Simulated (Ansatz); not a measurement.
## C₃H₁₂GaN: a changed input and its effect

System: C₃H₁₂GaN, SMILES C[NH2+][GaH-]([CH3])[CH3].
Method of run A: RKS SPW92 (LDA)/def2-TZVPP (Ansatz 0.2.0).

The geometry comes from this level: PBE0-D4/def2-TZVP. Text and figures count atoms from 1; the logs count them from 0 in places.

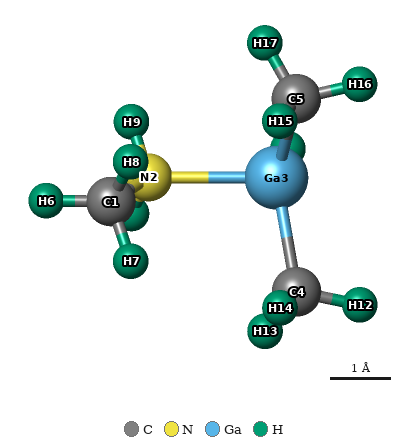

**Figure 1.** The structure (ball-and-stick view, seen at a tilt; atoms are numbered from 1 in the order of the input). Sticks mark near contacts.

## Input, run A
```yaml
crystal:
  periodic: [false, false, false]
  atoms:
    - {symbol: C, position_ang: [0.651720, 1.433702, -1.193558]}
    - {symbol: N, position_ang: [1.180286, 0.872936, 0.052067]}
    - {symbol: Ga, position_ang: [-0.007072, -0.712555, 0.912214]}
    - {symbol: C, position_ang: [0.061838, -2.042095, -0.571658]}
    - {symbol: C, position_ang: [-1.717123, 0.263894, 1.222985]}
    - {symbol: H, position_ang: [1.278726, 2.232494, -1.598309]}
    - {symbol: H, position_ang: [0.569297, 0.636557, -1.931842]}
    - {symbol: H, position_ang: [-0.348076, 1.824991, -1.007546]}
    - {symbol: H, position_ang: [1.264697, 1.591207, 0.762939]}
    - {symbol: H, position_ang: [2.110715, 0.495241, -0.089442]}
    - {symbol: H, position_ang: [0.930685, -0.971402, 2.174401]}
    - {symbol: H, position_ang: [-0.366694, -2.992262, -0.240156]}
    - {symbol: H, position_ang: [1.086113, -2.253722, -0.893257]}
    - {symbol: H, position_ang: [-0.511600, -1.721412, -1.446126]}
    - {symbol: H, position_ang: [-2.232624, 0.509770, 0.290158]}
    - {symbol: H, position_ang: [-2.399221, -0.357759, 1.810047]}
    - {symbol: H, position_ang: [-1.570669, 1.190014, 1.787083]}
basis:
  gaussian: {orbitals: def2-TZVPP}
hamiltonian: {xc: lda}
output: {orbitals: {seedname: orbitals}}
```

Launched with:
```bash
ansatz run in.yaml --threads 8 --pin off --events-out ev --progress --plain --max-ram 18278MiB
```

Hardware: 8 threads of Arm Neoverse V2, 23 GiB of memory available, shared host.

## Output (run A)
```
Functional definition: SPW92
  exchange = slater_x
  correlation = pw_c
1771 factors; their error is unknown
mean field evaluation 1: about -57021.0394 eV, gradient 1.2e2 eV
mean field evaluation 2: about -56965.0724 eV, gradient 1.9e2 eV
mean field evaluation 4: about -57049.9185 eV, gradient 1.7e1 eV
mean field evaluation 8: about -57050.5410 eV, gradient 2.1e-1 eV
mean field evaluation 16: about -57050.5022 eV, gradient 5.5e-4 eV
mean field -57050.50223170 eV, -2096.5672867956 hartree, gradient 2.8e-5 eV, S^2 0.000000; 0 other end points of the search recorded, 0 dependent functions left out
reference -57050.50228121 eV, -2096.5672886150 hartree; 34, 34 occupied and 306, 306 virtual orbitals, 1771 factors
Total energy: -57050.50228121 eV, -2096.5672886150 hartree
```

For run B the input was changed thus:
```diff
-hamiltonian: {xc: lda}
+hamiltonian: {xc: {name: revPBE}, dispersion: d4}
```

What does this change do to the results?

The total energies belong to different models, so their difference says nothing on which is more stable or more accurate. The HOMO goes from −5.78 to −5.56 eV. The LUMO goes from −0.71 to −0.47 eV.

## Output (run B)
```
Functional definition: revPBE
  parameter kappa = 1.245
  parameter beta = 0.06672455060314922
  exchange = pbe_x(kappa = kappa, mu = beta*pi^2/3)
  correlation = pbe_c(beta = beta)
1771 factors; their error is unknown
mean field evaluation 1: about -57146.0898 eV, gradient 1.1e2 eV
mean field evaluation 2: about -57101.1165 eV, gradient 1.7e2 eV
mean field evaluation 4: about -57171.5261 eV, gradient 1.3e1 eV
mean field evaluation 8: about -57171.9266 eV, gradient 2.2e-1 eV
mean field evaluation 16: about -57171.8860 eV, gradient 5.4e-4 eV
mean field -57171.88597123 eV, -2101.0280569467 hartree, gradient 3.0e-5 eV, S^2 0.000000; 0 other end points of the search recorded, 0 dependent functions left out
reference -57171.88603839 eV, -2101.0280594148 hartree; 34, 34 occupied and 306, 306 virtual orbitals, 1771 factors
Total energy: -57172.92823956 eV, -2101.0663596012 hartree
```

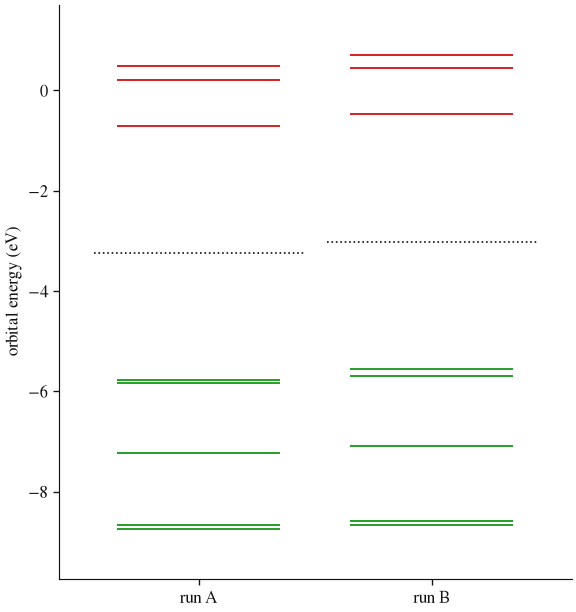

**Figure 2.** The five highest filled and three lowest empty orbital energies of the two runs; the dotted lines part filled from empty levels. The HOMO–LUMO gap is 5.07 eV in run A and 5.09 eV in run B.

## The two runs side by side

```tsv
quantity	run A	run B
outcome	converged	converged
total energy (hartree)	−2096.567289	−2101.066360
HOMO (eV)	−5.78	−5.56
LUMO (eV)	−0.71	−0.47
basis functions	340	340
wall time (shared host)	1.3 s	2.1 s
```
